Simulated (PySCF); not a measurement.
## Electronic structure of AlF (charge +1, doublet) in real space

```csv
atom,x (Å),y (Å),z (Å)
Al,0.0000,0.0000,-0.6764
F,0.0000,0.0000,0.9606
```

These are results of PBE0/pcseg-1, non-relativistic, at a bond length of 1.637 Å in PySCF 2.14.0, not measurements.

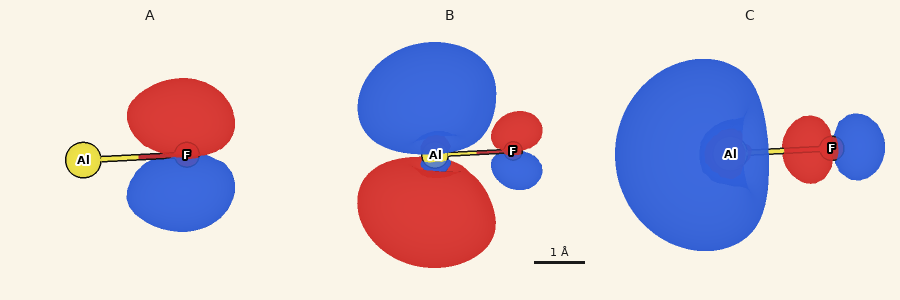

Figure 1. Three frontier α-spin orbitals, each drawn at the value that holds 80 % of its norm (blue and red are the two phases), in no order; of a degenerate pair one member is drawn.

> Label each orbital by symmetry, say whether it is occupied, and order them by energy.

Orbital A: π, occupied in this spin, −18.58 eV; mainly on F (90 %).
Orbital C: σ, occupied in this spin, −15.90 eV; mainly on Al (90 %).
Orbital B: π, empty in this spin, −8.67 eV; mainly on Al (95 %).

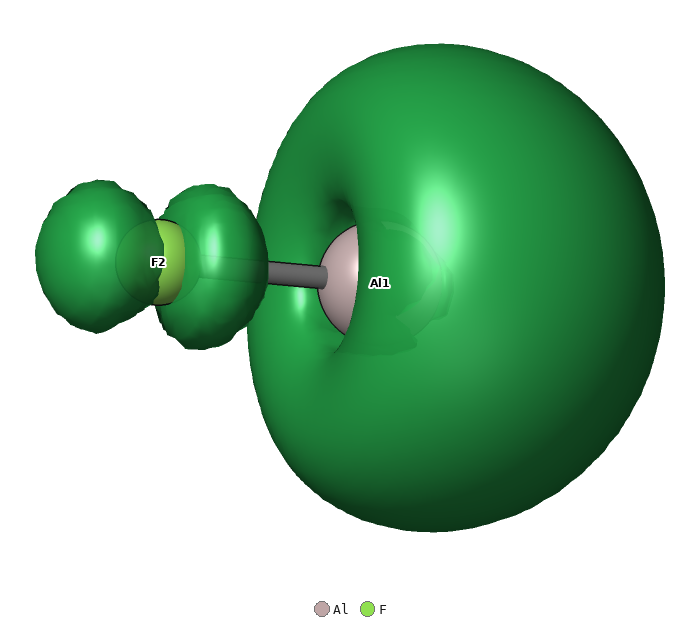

Figure 2. Isosurfaces of the spin density at +0.015 (green) and −0.015 e/Å³ (red), seen from one side.

> Where is the unpaired spin?

The unpaired spin (1 electron) lies mostly on Al1 (about 0.9) and F2 (about 0.1), in electrons by Hirshfeld's partition.

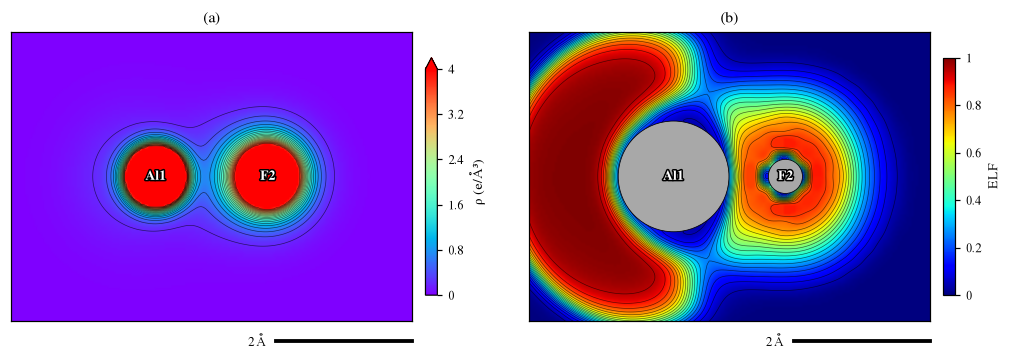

Figure 3. (a) total electron density; (b) ELF on a plane that holds the molecular axis. Grey discs cover the atomic cores in the ELF map.

> Describe what can be read from this map.

The plane passes through Al and F nuclei. Al–F (1.64 Å): the density is about 0.87 e/Å³ at the midpoint; the ELF peaks at about 0.85 in the valence shell of F, 0.6 Å from its nucleus, and is about 0.30 at the midpoint. The ELF also peaks beside F2 and Al1, away from the bonds: non-bonding electrons, paired or unpaired.
